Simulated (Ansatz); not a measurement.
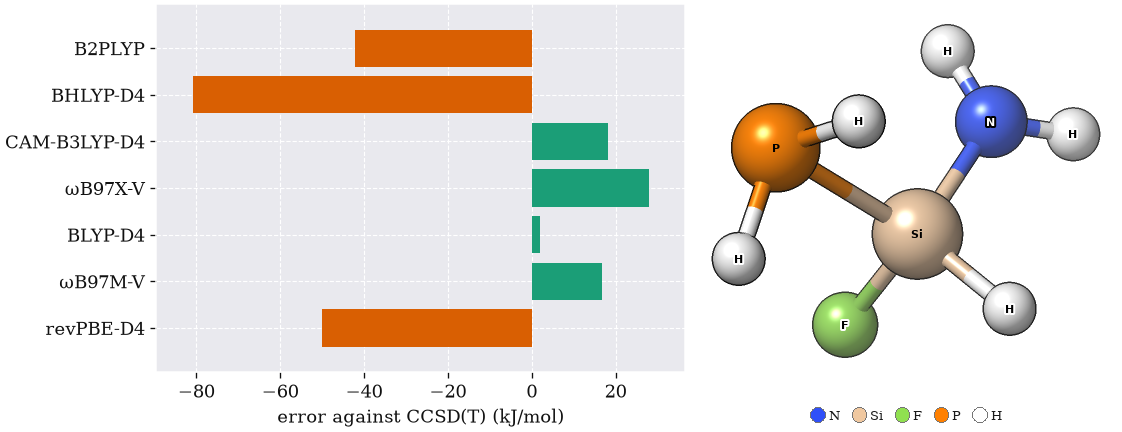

Error in the electronic atomisation energy (method less reference, so positive means overbinding) of SiPNH₅F, SMILES N[Si@H](F)P: functionals in def2-TZVPP against frozen-core CCSD(T) at the limit (MP2 extrapolated from triple and quadruple zeta, plus CCSD(T) less MP2 in a smaller set), which gives 3001.0 kJ/mol, at a PBE0-D4/def2-TZVP geometry (a minimum by its frequencies), no zero-point or spin-orbit term, the Ansatz code 0.2.0. The reference leaves out core correlation, a term that grows with the number of heavy atoms. B2PLYP holds a correlation term that converges slowly with the basis, so part of the distance to the limit is basis error. No dispersion term is added to B2PLYP.

**Which of these levels overbind, and which underbind?**

Overbind: ωB97X-V. Underbind: B2PLYP, BHLYP-D4 and revPBE-D4. Within 20 kJ/mol of zero, too close to call in view of what the reference leaves out: CAM-B3LYP-D4, BLYP-D4 and ωB97M-V.

**Give the values.**

```tsv
level	kJ/mol
B2PLYP	−42.1
BHLYP-D4	−80.8
CAM-B3LYP-D4	18.1
ωB97X-V	27.9
BLYP-D4	2.1
ωB97M-V	16.9
revPBE-D4	−50.0
```
